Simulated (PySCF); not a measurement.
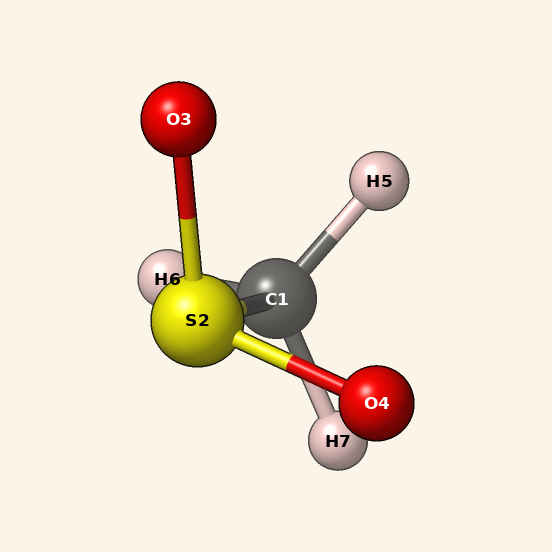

C1 lies behind S2. The molecule seen a little off the S2–C1 bond, S2 in front. Depth is shown by fading: the farther an atom, the more it takes the colour of the background. Charge −1, singlet. Geometry: a frame of a GFN2-xTB molecular-dynamics simulation, not a minimum.

What is the torsion angle O3–S2–C1–H5? The sign is positive where the front bond must turn clockwise to cover the back bond.

39°, synclinal (gauche).
